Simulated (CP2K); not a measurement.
**AlPH3F3 (SMILES [F][Al]([F])([F])<-[PH3]): a first try and a second**

Wanted: the energy of AlPH3F3, PM3.

Program for the calculation: CP2K 2026.2.

4 further runs of the same task are left out: 1 that didn't finish, 3 set aside as unsound or not needed.

**1. The system as given**

The species is AlPH3F3 (8 atoms), meant as a singlet with charge 0. As SMILES, `[F][Al]([F])([F])<-[PH3]`. The shape comes from GFN2-xTB, which is rough for such elements, and wasn't checked as a minimum.

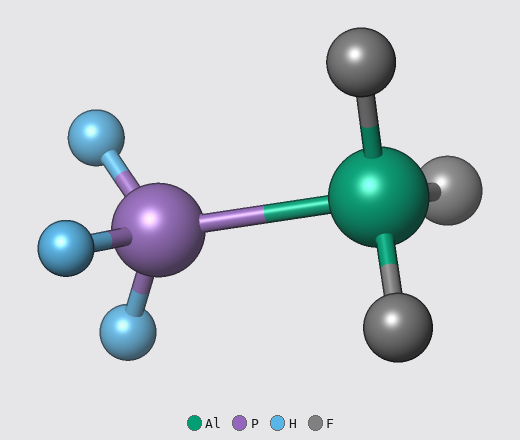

The structure, seen from a chosen angle (aluminium teal, phosphorus purple, hydrogen blue, fluorine grey).

**2. The input as first written**

The input, gas.inp:

```
&GLOBAL
    PROJECT_NAME gas
    RUN_TYPE ENERGY
    PRINT_LEVEL MEDIUM
&END GLOBAL

&FORCE_EVAL
    METHOD Quickstep
    &DFT
        CHARGE 0
        MULTIPLICITY 1
        &QS
            METHOD PM3
            EPS_DEFAULT 1.0E-10
            &SE
                &COULOMB
                    CUTOFF [angstrom] 50
                    RC_RANGE [angstrom] 0
                &END COULOMB
                &EXCHANGE
                    CUTOFF [angstrom] 50
                    RC_RANGE [angstrom] 0
                &END EXCHANGE
            &END SE
        &END QS
        &POISSON
            PERIODIC NONE
            POISSON_SOLVER ANALYTIC
        &END POISSON
        &SCF
            SCF_GUESS ATOMIC
            EPS_SCF 1.0E-06
            MAX_SCF 58
            ADDED_MOS 2
            &DIAGONALIZATION
                ALGORITHM STANDARD
            &END DIAGONALIZATION
            &MIXING
                METHOD DIRECT_P_MIXING
                ALPHA 0.4
            &END MIXING
        &END SCF
        &PRINT
            &MOMENTS
                PERIODIC F
                REFERENCE COM
                MAX_MOMENT 1
            &END MOMENTS
            &MO ON
                ENERGIES T
                OCCUPATION_NUMBERS T
                NDIGITS 6
                &EACH
                    QS_SCF 0
                &END EACH
                ADD_LAST NUMERIC
            &END MO
            &HIRSHFELD OFF
            &END HIRSHFELD
        &END PRINT
    &END DFT
    &SUBSYS
        &CELL
            ABC [angstrom] 13.3 13.3 14.4
            PERIODIC NONE
        &END CELL
        &COORD
            Al    -0.008126     0.019653    -2.612509
            P      0.004309    -0.005159     2.015469
            H      1.290173     1.842086     3.328715
            H      0.985870    -2.066094     3.271702
            H     -2.247395     0.148419     3.317773
            F      3.065703    -0.024434    -3.115591
            F     -1.504354     2.706674    -3.104801
            F     -1.586179    -2.621126    -3.100757
        &END COORD
        &TOPOLOGY
            &CENTER_COORDINATES
            &END CENTER_COORDINATES
        &END TOPOLOGY
    &END SUBSYS
&END FORCE_EVAL
```

Run with:

```bash
$ OMP_NUM_THREADS=1 cp2k.psmp -i gas.inp > gas.out 2>&1
```

Standard output:

```text
CP2K| version string:                                       CP2K version 2026.2
[...]
 GLOBAL| Method name                                                        CP2K
[...]
 GLOBAL| Run type                                                         ENERGY
[...]
                             - Atoms:                                          8
[...]
                             - Spherical basis functions:                     23
[...]
 Number of electrons:                                                         32
[...]
     1 P_Mix/Diag. 0.40E+00    0.0     0.79215027       -53.5650616344 -5.36E+01
[...]
    31 DIIS/Diag.  0.24E-06    0.0     0.00000059       -55.5480706018 -5.34E-12
  *** SCF run converged in    31 steps ***
  Core-core repulsion energy [eV]:                           1145.62986576322305
  Core Hamiltonian energy [eV]:                             -2614.54495205281000
  Two-electron integral energy [eV]:                          -85.24957069303682
  Electronic energy [eV]:                                   -2657.16973739932837
  Total energy [eV]:                                        -1511.53987163610554
  Atomic reference energy [eV]:                              1532.55495720337694
  Heat of formation [kcal/mol]:                               484.61942431181967
[...]
 SE_DIPOLE| Moment [Debye]         -0.01406325       0.02782481      -6.09192104
 SE_DIPOLE| Derivative [a.u.]       0.00000000       0.00000000       0.00000000
 ENERGY| Total FORCE_EVAL ( QS ) energy [hartree]            -55.548070601779258
[...]
```

It took 0.3 s on 1 thread of Arm Neoverse V1, shared host.

**3. Diagnosis**

The run finished; that doesn't make the result usable.

The cause is that numbers in bohr are read as ångström, which stretches the molecule by 1.89. As the program read them, the closest atoms are 2.61 Å apart, against 1.38 Å in the sound input.

**4. Try two**

The input, mol.inp:

```
&FORCE_EVAL
  METHOD Quickstep
  &DFT
    CHARGE 0
    MULTIPLICITY 1
    &QS
      METHOD PM3
      EPS_DEFAULT 1.0E-10
      &SE
        &COULOMB
          CUTOFF [angstrom] 50
          RC_RANGE [angstrom] 0
        &END COULOMB
        &EXCHANGE
          CUTOFF [angstrom] 50
          RC_RANGE [angstrom] 0
        &END EXCHANGE
      &END SE
    &END QS
    &POISSON
      PERIODIC NONE
      POISSON_SOLVER ANALYTIC
    &END POISSON
    &SCF
      SCF_GUESS ATOMIC
      EPS_SCF 1.0E-06
      MAX_SCF 150
      ADDED_MOS 2
      &DIAGONALIZATION
        ALGORITHM STANDARD
      &END DIAGONALIZATION
      &MIXING
        METHOD DIRECT_P_MIXING
        ALPHA 0.4
      &END MIXING
    &END SCF
    &PRINT
      &MOMENTS
        PERIODIC F
        REFERENCE COM
        MAX_MOMENT 1
      &END MOMENTS
      &MO ON
        ENERGIES T
        OCCUPATION_NUMBERS T
        NDIGITS 6
        &EACH
          QS_SCF 0
        &END EACH
        ADD_LAST NUMERIC
      &END MO
      &HIRSHFELD OFF
      &END HIRSHFELD
    &END PRINT
  &END DFT
  &SUBSYS
    &CELL
      ABC [angstrom] 10.8 10.8 11.4
      PERIODIC NONE
    &END CELL
    &COORD
      Al    -0.004300     0.010400    -1.382480
      P      0.002280    -0.002730     1.066540
      H      0.682730     0.974790     1.761480
      H      0.521700    -1.093330     1.731310
      H     -1.189270     0.078540     1.755690
      F      1.622300    -0.012930    -1.648700
      F     -0.796070     1.432310    -1.642990
      F     -0.839370    -1.387040    -1.640850
    &END COORD
    &TOPOLOGY
      &CENTER_COORDINATES
      &END CENTER_COORDINATES
    &END TOPOLOGY
  &END SUBSYS
&END FORCE_EVAL
&GLOBAL
  PROJECT_NAME mol
  RUN_TYPE ENERGY
  PRINT_LEVEL MEDIUM
&END GLOBAL
```

Run with:

```bash
$ OMP_NUM_THREADS=1 cp2k.psmp -i mol.inp > mol.out 2>&1
```

Standard output:

```text
CP2K| version string:                                       CP2K version 2026.2
[...]
 GLOBAL| Method name                                                        CP2K
[...]
 GLOBAL| Run type                                                         ENERGY
[...]
                             - Atoms:                                          8
[...]
                             - Spherical basis functions:                     23
[...]
 Number of electrons:                                                         32
[...]
     1 P_Mix/Diag. 0.40E+00    0.0     0.80680025       -52.8818492685 -5.29E+01
[...]
    17 DIIS/Diag.  0.34E-06    0.0     0.00000051       -56.8071295103 -2.27E-11
  *** SCF run converged in    17 steps ***
  Core-core repulsion energy [eV]:                           1930.49511893605381
  Core Hamiltonian energy [eV]:                             -2652.93477387542680
  Two-electron integral energy [eV]:                        -1646.72190391145864
  Electronic energy [eV]:                                   -3476.29572583115578
  Total energy [eV]:                                        -1545.80060689510219
  Atomic reference energy [eV]:                              1532.55495720337694
  Heat of formation [kcal/mol]:                              -305.45196248151080
[...]
 SE_DIPOLE| Moment [Debye]         -0.01035998       0.02300229      -5.34583372
 SE_DIPOLE| Derivative [a.u.]       0.00000000       0.00000000       0.00000000
 ENERGY| Total FORCE_EVAL ( QS ) energy [hartree]            -56.807129510344907
[...]
```

It took 0.26 s on 1 thread of Arm Neoverse V1, shared host.

**5. Summary of results**

Level: PM3.

| quantity | value |
| --- | --- |
| total energy | -56.80713 Eh |
| dipole moment | 5.35 D |
| HOMO energy | -10.59 eV |
| LUMO energy | -1.24 eV |
| HOMO–LUMO gap | 9.35 eV |
| heat of formation | -305.5 kcal/mol |

**Reading.** The first attempt's energy was +34.261 eV off this one.
